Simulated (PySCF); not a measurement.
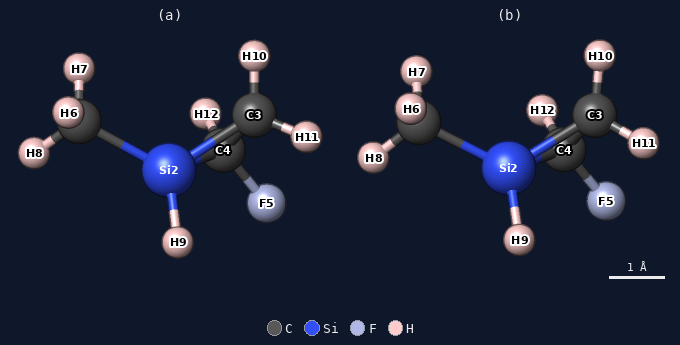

The structure of C3H7FSi before (left) and after (right) a relaxation, at one scale.

A ball-and-stick model, seen at a tilt.

The start comes from GFN2-xTB.

The calculation used PySCF, PBE0-D3(BJ)/def2-SVP geometry optimisation, gas phase. 

> Summarise the run.

Over 10 geometry steps the energy falls by 7.59 kJ/mol. The largest force component goes from 1.2 to 0.01 eV/Å. The forces were under the threshold at step 6, but the run went on from there. The largest move after the best rigid fit is that of an H atom, 0.14 Å. By element the largest moves are H 0.14 Å, F 0.07 Å, Si 0.06 Å, C 0.03 Å. Near-neighbour distances that change, for instance: H–Si 1.452 → 1.485 Å, C–Si 1.898 → 1.872 Å, C–H 1.081 → 1.096 Å, C–F 1.377 → 1.365 Å. Among the angles between lasting bonds that change: Si–C–H 124.9° → 118.2°, Si–C–H 119.5° → 113.4°, Si–C–H 122.3° → 125.7°.
